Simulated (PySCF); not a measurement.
# [AuI2]−: other functionals and bases at one geometry

How far do other levels of theory move the description of [AuI2]−, and what does each cost? It is a constructed species; whether it can be made isn't addressed.

The runs use PySCF 2.14.0; several levels, as the steps say, no spin–orbit coupling.

3 further runs of the same task are left out: 2 for a known fault of the program, 1 that didn't finish.

## (1) The starting structure

3 atoms, charge -1, spin multiplicity 1.

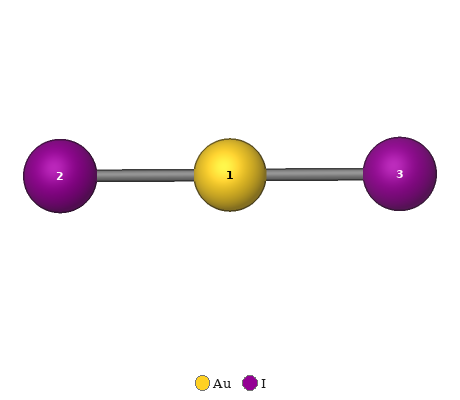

The geometry (gold amber, iodine purple); atoms are numbered from 1 in the order of the file.

Coordinates:

```xyz
3
charge -1, multiplicity 1
Au    0.0000    0.0000    0.0000
I     0.0000    0.0000    2.6492
I     0.0000    0.0000   -2.6492
```

Formal oxidation states: Au +1. An earlier session relaxed this geometry at B3LYP, Au def2-SVP with ECP60, I def2-SVP with ECP28 (singlet, point group D∞h).

At B3LYP on the finer grid: E = -731.583772 Eh, HOMO -2.15 eV, LUMO 2.86 eV, Mulliken charge on Au1 -0.12 e, largest force component 0.013 eV/Å. 

Levels to run: TPSS; revPBE; HF; BP86; B3LYP, TZVP; B3LYP, x2c-SVP. Hardware: 2 threads of Intel Xeon Platinum 8259CL at 2.50GHz (Skylake/Cascade Lake), shared host.

## (2) TPSS

Contents of run.py (the lines that set the calculation):

```python
mol = gto.M(atom='''
Au     0.00000     0.00000     0.00000
I      0.00000     0.00000     2.64921
I      0.00000     0.00000    -2.64921''',
    basis={'Au': 'def2-SVP', 'I': 'def2-SVP'},
    ecp={'Au': 'def2-SVP', 'I': 'def2-SVP'},
    charge=-1, spin=0)
mf = dft.RKS(mol, xc='TPSS')
mf.grids.atom_grid = (75, 302)
mf = mf.density_fit()  # fitting sets: Au def2-universal-JKFIT, I def2-universal-JKFIT
mf.conv_tol = 1e-08; mf.max_cycle = 55
mf.kernel(dm0)  # dm0: the density of the relaxed state
```

Started as:

```sh
> OMP_NUM_THREADS=2 python run.py
```

Log:

```text
init E= -731.090401039657
  HOMO = -0.0476697375848424  LUMO = 0.0883834383005633  gap/eV = 3.70220
cycle= 1 E= -731.091036374202  delta_E= -0.000635  |g|= 0.0565  |ddm|= 0.247
  HOMO = -0.0564660218343236  LUMO = 0.0804785410919493  gap/eV = 3.72645
cycle= 2 E= -731.090334095804  delta_E= 0.000702  |g|= 0.0766  |ddm|= 0.164
  HOMO = -0.0508091693568008  LUMO = 0.0862162358013299  gap/eV = 3.72865
cycle= 3 E= -731.091609755708  delta_E= -0.00128  |g|= 0.0177  |ddm|= 0.106
  HOMO = -0.0507426800607106  LUMO = 0.0858698169705869  gap/eV = 3.71742
cycle= 4 E= -731.09169771645  delta_E= -8.8e-05  |g|= 0.0017  |ddm|= 0.0295
  HOMO = -0.0508438885258876  LUMO = 0.0858361594119135  gap/eV = 3.71925
cycle= 5 E= -731.091698928548  delta_E= -1.21e-06  |g|= 0.00024  |ddm|= 0.00364
  HOMO = -0.0508708896857039  LUMO = 0.0858080562747006  gap/eV = 3.71922
cycle= 6 E= -731.091698948797  delta_E= -2.02e-08  |g|= 2.66e-05  |ddm|= 0.000422
  HOMO = -0.0508705874117933  LUMO = 0.0858074246152807  gap/eV = 3.71920
cycle= 7 E= -731.091698949026  delta_E= -2.29e-10  |g|= 2.21e-06  |ddm|= 6.08e-05
  HOMO = -0.0508704851034118  LUMO = 0.0858077504476515  gap/eV = 3.71920
Extra cycle  E= -731.091698949024  delta_E= 2.05e-12  |g|= 4.03e-06  |ddm|= 1.38e-05
converged SCF energy = -731.091698949024
```

It took 7.2 s on 2 threads of Intel Xeon Platinum 8259CL at 2.50GHz (Skylake/Cascade Lake), shared host.

Read off: E = -731.091699 Eh, HOMO -1.38 eV, LUMO 2.33 eV, Mulliken charge on Au1 -0.11 e, largest force component 0.178 eV/Å. 

## (3) revPBE

run.py (the lines that set the calculation), as its differences from that of step 2:

```diff
@@ -7,3 +7,3 @@
     charge=-1, spin=0)
-mf = dft.RKS(mol, xc='TPSS')
+mf = dft.RKS(mol, xc='PBE_R,PBE')
 mf.grids.atom_grid = (75, 302)
```

Started as:

```sh
> OMP_NUM_THREADS=2 python run.py
```

Log:

```text
init E= -731.505008778484
  HOMO = -0.0444483150515241  LUMO = 0.0863216178503343  gap/eV = 3.55843
cycle= 1 E= -731.505943989643  delta_E= -0.000935  |g|= 0.0235  |ddm|= 0.216
  HOMO = -0.0473811603277745  LUMO = 0.0846931704988521  gap/eV = 3.59393
cycle= 2 E= -731.505904154793  delta_E= 3.98e-05  |g|= 0.0255  |ddm|= 0.0813
  HOMO = -0.0453047054628087  LUMO = 0.0860924963999841  gap/eV = 3.57550
cycle= 3 E= -731.506094880033  delta_E= -0.000191  |g|= 0.00125  |ddm|= 0.0436
  HOMO = -0.0453999275870286  LUMO = 0.0859766512710873  gap/eV = 3.57494
cycle= 4 E= -731.506094963402  delta_E= -8.34e-08  |g|= 0.00102  |ddm|= 0.00284
  HOMO = -0.0454011237223838  LUMO = 0.0859953934923068  gap/eV = 3.57548
cycle= 5 E= -731.506095257863  delta_E= -2.94e-07  |g|= 9.76e-05  |ddm|= 0.00152
  HOMO = -0.0454112282588571  LUMO = 0.0859845944341311  gap/eV = 3.57546
cycle= 6 E= -731.506095261109  delta_E= -3.25e-09  |g|= 1.86e-05  |ddm|= 0.000185
  HOMO = -0.0454067881400765  LUMO = 0.0859896681103685  gap/eV = 3.57548
Extra cycle  E= -731.506095260822  delta_E= 2.87e-10  |g|= 3.73e-05  |ddm|= 8.92e-05
converged SCF energy = -731.506095260822
```

Wall time 6.4 s (2 threads of Intel Xeon Platinum 8259CL at 2.50GHz (Skylake/Cascade Lake), shared host).

Result: E = -731.506095 Eh, HOMO -1.24 eV, LUMO 2.34 eV, Mulliken charge on Au1 -0.15 e, largest force component 0.006 eV/Å. 

## (4) HF

run.py (the lines that set the calculation), as its differences from that of step 3:

```diff
@@ -7,4 +7,3 @@
     charge=-1, spin=0)
-mf = dft.RKS(mol, xc='PBE_R,PBE')
-mf.grids.atom_grid = (75, 302)
+mf = scf.RHF(mol)
 mf = mf.density_fit()  # fitting sets: Au def2-universal-JKFIT, I def2-universal-JKFIT
```

Started as:

```sh
> OMP_NUM_THREADS=2 python run.py
```

Log:

```text
init E= -728.270191264239
  HOMO = -0.177133384988338  LUMO = 0.224884732128615  gap/eV = 10.93947
cycle= 1 E= -728.296140121034  delta_E= -0.0259  |g|= 0.0682  |ddm|= 0.767
  HOMO = -0.181443147593501  LUMO = 0.225589229485366  gap/eV = 11.07592
cycle= 2 E= -728.298342009633  delta_E= -0.0022  |g|= 0.02  |ddm|= 0.204
  HOMO = -0.18203637777333  LUMO = 0.224621101077242  gap/eV = 11.06571
cycle= 3 E= -728.298673802464  delta_E= -0.000332  |g|= 0.0109  |ddm|= 0.0768
  HOMO = -0.181721927864408  LUMO = 0.225279422615376  gap/eV = 11.07507
cycle= 4 E= -728.298725658036  delta_E= -5.19e-05  |g|= 0.00275  |ddm|= 0.0277
  HOMO = -0.181662334753223  LUMO = 0.224871374591422  gap/eV = 11.06235
cycle= 5 E= -728.29873605673  delta_E= -1.04e-05  |g|= 0.000812  |ddm|= 0.0145
  HOMO = -0.181596549097913  LUMO = 0.224891387689642  gap/eV = 11.06110
cycle= 6 E= -728.298736703703  delta_E= -6.47e-07  |g|= 0.000234  |ddm|= 0.00337
  HOMO = -0.181594305456061  LUMO = 0.224859194569518  gap/eV = 11.06016
cycle= 7 E= -728.298736758201  delta_E= -5.45e-08  |g|= 5.75e-05  |ddm|= 0.00104
  HOMO = -0.181595043610246  LUMO = 0.224853107000775  gap/eV = 11.06002
cycle= 8 E= -728.298736762082  delta_E= -3.88e-09  |g|= 6.97e-06  |ddm|= 0.000355
  HOMO = -0.181594267731511  LUMO = 0.224853545279664  gap/eV = 11.06001
Extra cycle  E= -728.298736762117  delta_E= -3.51e-11  |g|= 3.5e-06  |ddm|= 2.12e-05
converged SCF energy = -728.298736762117
```

It took 3.5 s on 2 threads of Intel Xeon Platinum 8259CL at 2.50GHz (Skylake/Cascade Lake), shared host.

It gives: E = -728.298737 Eh, HOMO -4.94 eV, LUMO 6.12 eV, Mulliken charge on Au1 +0.16 e, largest force component 0.304 eV/Å. 

## (5) BP86

run.py (the lines that set the calculation), as its differences from that of step 4:

```diff
@@ -7,3 +7,4 @@
     charge=-1, spin=0)
-mf = scf.RHF(mol)
+mf = dft.RKS(mol, xc='B88,P86')
+mf.grids.atom_grid = (75, 302)
 mf = mf.density_fit()  # fitting sets: Au def2-universal-JKFIT, I def2-universal-JKFIT
```

Started as:

```sh
> OMP_NUM_THREADS=2 python run.py
```

Log:

```text
init E= -731.758545769962
  HOMO = -0.0497107723583132  LUMO = 0.0786482246551454  gap/eV = 3.49283
cycle= 1 E= -731.759895838314  delta_E= -0.00135  |g|= 0.0438  |ddm|= 0.268
  HOMO = -0.0556540560397144  LUMO = 0.0739478742903703  gap/eV = 3.52665
cycle= 2 E= -731.759447277603  delta_E= 0.000449  |g|= 0.0622  |ddm|= 0.132
  HOMO = -0.0516573422115755  LUMO = 0.0777582778269288  gap/eV = 3.52158
cycle= 3 E= -731.760324855351  delta_E= -0.000878  |g|= 0.0117  |ddm|= 0.0801
  HOMO = -0.0516787128894571  LUMO = 0.0774321238218576  gap/eV = 3.51328
cycle= 4 E= -731.760369101833  delta_E= -4.42e-05  |g|= 0.000941  |ddm|= 0.0209
  HOMO = -0.0517569597065515  LUMO = 0.0773737571438566  gap/eV = 3.51383
cycle= 5 E= -731.760369419229  delta_E= -3.17e-07  |g|= 9.14e-05  |ddm|= 0.00156
  HOMO = -0.051762934901926  LUMO = 0.0773696832210256  gap/eV = 3.51388
cycle= 6 E= -731.760369421743  delta_E= -2.51e-09  |g|= 2.97e-05  |ddm|= 0.000191
  HOMO = -0.0517554964517424  LUMO = 0.0773775888607933  gap/eV = 3.51389
Extra cycle  E= -731.760369421502  delta_E= 2.41e-10  |g|= 4.14e-05  |ddm|= 0.000123
converged SCF energy = -731.760369421502
```

Wall time 5.9 s (2 threads of Intel Xeon Platinum 8259CL at 2.50GHz (Skylake/Cascade Lake), shared host).

Read off: E = -731.760369 Eh, HOMO -1.41 eV, LUMO 2.11 eV, Mulliken charge on Au1 -0.18 e, largest force component 0.127 eV/Å. 

## (6) B3LYP, TZVP

Basis: Au def2-TZVP with ECP60, I def2-TZVP with ECP28. 

Contents of run.py (the lines that set the calculation):

```python
mol = gto.M(atom='''
Au     0.00000     0.00000     0.00000
I      0.00000     0.00000     2.64921
I      0.00000     0.00000    -2.64921''',
    basis={'Au': 'def2-TZVP', 'I': 'def2-TZVP'},
    ecp={'Au': 'def2-TZVP', 'I': 'def2-TZVP'},
    charge=-1, spin=0)
mf = dft.RKS(mol, xc='B3LYP')
mf.grids.atom_grid = (75, 302)
mf = mf.density_fit()  # fitting sets: Au def2-universal-JKFIT, I def2-universal-JKFIT
mf.conv_tol = 1e-08; mf.max_cycle = 55
mf.kernel(dm0)  # dm0: free metal ions and neutral atoms
```

Started as:

```sh
> OMP_NUM_THREADS=2 python run.py
```

Log:

```text
init E= -735.805062251618
  HOMO = 0.0406268701185238  LUMO = 0.135959407342996  gap/eV = 2.59413
cycle= 1 E= -730.216772605244  delta_E= 5.59  |g|= 2.69  |ddm|= 4.31
  HOMO = 0.0868742760722097  LUMO = 0.128809981128666  gap/eV = 1.14113
cycle= 2 E= -721.514647715424  delta_E=  8.7  |g|= 5.95  |ddm|= 16.1
  HOMO = -0.254701467140959  LUMO = -0.115376384205483  gap/eV = 3.79123
cycle= 3 E= -730.9807809319  delta_E= -9.47  |g|= 1.82  |ddm|= 14.7
  HOMO = -0.105695496044291  LUMO = 0.0708630591268911  gap/eV = 4.80440
cycle= 4 E= -731.601689496857  delta_E= -0.621  |g|= 0.321  |ddm|= 2.35
  HOMO = -0.0798657091516113  LUMO = 0.100781042147949  gap/eV = 4.91565
cycle= 5 E= -731.613898206832  delta_E= -0.0122  |g|= 0.147  |ddm|= 0.388
  HOMO = -0.0869222349179558  LUMO = 0.094087825611207  gap/eV = 4.92553
cycle= 6 E= -731.618356163448  delta_E= -0.00446  |g|= 0.0352  |ddm|= 0.139
  HOMO = -0.0895578304750876  LUMO = 0.0909858373371151  gap/eV = 4.91284
cycle= 7 E= -731.618635896714  delta_E= -0.00028  |g|= 0.00975  |ddm|= 0.0534
  HOMO = -0.0892321367454462  LUMO = 0.0916319604490292  gap/eV = 4.92156
cycle= 8 E= -731.618656907264  delta_E= -2.1e-05  |g|= 0.00199  |ddm|= 0.0128
  HOMO = -0.089312728999526  LUMO = 0.0915209366823557  gap/eV = 4.92073
cycle= 9 E= -731.618658037197  delta_E= -1.13e-06  |g|= 5.7e-05  |ddm|= 0.00253
  HOMO = -0.0893016135861028  LUMO = 0.0915300538228108  gap/eV = 4.92068
cycle= 10 E= -731.618658038135  delta_E= -9.37e-10  |g|= 1.24e-05  |ddm|= 0.00014
  HOMO = -0.0893039460108465  LUMO = 0.0915289488892146  gap/eV = 4.92071
Extra cycle  E= -731.618658038138  delta_E= -3.75e-12  |g|= 1.38e-05  |ddm|= 4.08e-05
converged SCF energy = -731.618658038138
```

It took 13 s on 2 threads of Intel Xeon Platinum 8259CL at 2.50GHz (Skylake/Cascade Lake), shared host.

Read off: E = -731.618658 Eh, HOMO -2.43 eV, LUMO 2.49 eV, Mulliken charge on Au1 +0.09 e, largest force component 0.230 eV/Å. 

## (7) B3LYP, x2c-SVP

Basis: Au x2c-SVPall, I x2c-SVPall. All electrons are treated, with the spin-free X2C Hamiltonian.

Contents of run.py (the lines that set the calculation):

```python
mol = gto.M(atom='''
Au     0.00000     0.00000     0.00000
I      0.00000     0.00000     2.64921
I      0.00000     0.00000    -2.64921''',
    basis={'Au': 'x2c-SVPall', 'I': 'x2c-SVPall'},
    nucmod='G',
    charge=-1, spin=0)
mf = dft.RKS(mol, xc='B3LYP')
mf.grids.atom_grid = (99, 590)
mf = mf.density_fit()  # fitting sets: Au AutoAux, I AutoAux
mf = mf.sfx2c1e()
mf.conv_tol = 1e-08; mf.max_cycle = 55
mf.kernel(dm0)  # dm0: free metal ions and neutral atoms
```

Started as:

```sh
> OMP_NUM_THREADS=2 python run.py
```

Log:

```text
init E= -33406.9204463686
  HOMO = 0.0802856760738748  LUMO = 0.164570204133513  gap/eV = 2.29350
cycle= 1 E= -33241.3437422442  delta_E=  166  |g|= 3.85  |ddm|= 6.37
  HOMO = 0.172862703719713  LUMO = 0.229050014406979  gap/eV = 1.52893
cycle= 2 E= -33228.7129548533  delta_E= 12.6  |g|= 6.98  |ddm|= 25.1
  HOMO = -0.220384196855075  LUMO = -0.110710040361005  gap/eV = 2.98439
cycle= 3 E= -33242.941420912  delta_E= -14.2  |g|= 2.22  |ddm|= 21.5
  HOMO = -0.0397293872647011  LUMO = 0.127247892472858  gap/eV = 4.54368
cycle= 4 E= -33243.8233795879  delta_E= -0.882  |g|= 0.753  |ddm|= 3.97
  HOMO = -0.064562205677992  LUMO = 0.124993490301054  gap/eV = 5.15807
cycle= 5 E= -33243.8927647306  delta_E= -0.0694  |g|= 0.187  |ddm|= 0.44
  HOMO = -0.0728801638997558  LUMO = 0.111660336319196  gap/eV = 5.02160
cycle= 6 E= -33243.9032122781  delta_E= -0.0104  |g|= 0.0257  |ddm|= 0.336
  HOMO = -0.0733425823488734  LUMO = 0.112976893993481  gap/eV = 5.07001
cycle= 7 E= -33243.9033850156  delta_E= -0.000173  |g|= 0.00809  |ddm|= 0.0553
  HOMO = -0.0736659924295093  LUMO = 0.112520270046526  gap/eV = 5.06639
cycle= 8 E= -33243.9034097901  delta_E= -2.48e-05  |g|= 0.000951  |ddm|= 0.0145
  HOMO = -0.0735768852613501  LUMO = 0.112638001195803  gap/eV = 5.06717
cycle= 9 E= -33243.9034101122  delta_E= -3.22e-07  |g|= 7.71e-05  |ddm|= 0.00205
  HOMO = -0.0735722952916871  LUMO = 0.112640420878948  gap/eV = 5.06711
cycle= 10 E= -33243.9034101133  delta_E= -1.14e-09  |g|= 1.26e-05  |ddm|= 0.000143
  HOMO = -0.0735729273727468  LUMO = 0.112640848250552  gap/eV = 5.06713
Extra cycle  E= -33243.9034101133  delta_E= 2.91e-11  |g|= 2.02e-05  |ddm|= 5.08e-05
converged SCF energy = -33243.9034101133
```

It took 39 s on 2 threads of Intel Xeon Platinum 8259CL at 2.50GHz (Skylake/Cascade Lake), shared host.

It gives: E = -33243.903410 Eh, HOMO -2.00 eV, LUMO 3.07 eV, Mulliken charge on Au1 -0.32 e, largest force component 0.014 eV/Å. 

## (8) Results

| level | state | HOMO (eV) | gap (eV) | charge on Au1 (e) | dipole (D) | largest force (eV/Å) | basis functions | time |
| --- | --- | --- | --- | --- | --- | --- | --- | --- |
| B3LYP (relaxed here) | singlet | -2.15 | 5.02 | -0.12 | 0.00 | 0.01 | 84 | 8.8 s |
| TPSS | singlet | -1.38 | 3.72 | -0.11 | 0.00 | 0.18 | 84 | 7.2 s |
| revPBE | singlet | -1.24 | 3.58 | -0.15 | 0.00 | 0.01 | 84 | 6.4 s |
| HF | singlet | -4.94 | 11.06 | 0.16 | 0.00 | 0.30 | 84 | 3.5 s |
| BP86 | singlet | -1.41 | 3.51 | -0.18 | 0.00 | 0.13 | 84 | 5.9 s |
| B3LYP, TZVP | singlet | -2.43 | 4.92 | 0.09 | 0.00 | 0.23 | 140 | 13 s |
| B3LYP, x2c-SVP | singlet | -2.00 | 5.07 | -0.32 | 0.00 | 0.01 | 138 | 39 s |

Times are on 2 threads of Intel Xeon Platinum 8259CL at 2.50GHz (Skylake/Cascade Lake), shared host; the first row also made further properties. The dipole of a charged species depends on the origin, so these sizes hold for this origin alone.

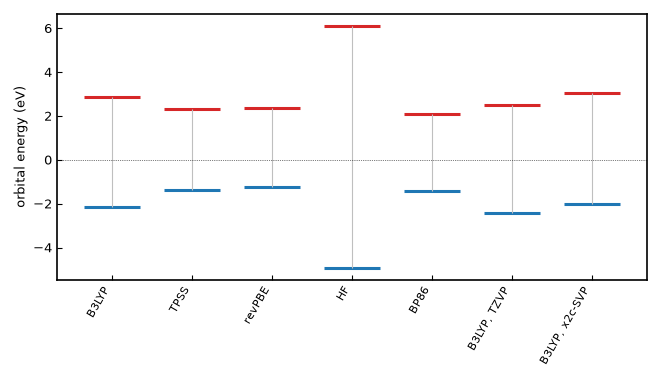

Highest filled and lowest empty level, method by method.

In one basis the HOMO–LUMO gap runs from 3.51 eV (BP86) to 11.06 eV (HF). The largest leftover force, 0.30 eV/Å with HF, stands at a geometry relaxed at another level. The Mulliken charge on Au spans -0.32 to +0.16 e over the levels. Total energies of different levels can't be compared. Spin–orbit coupling is left out throughout.
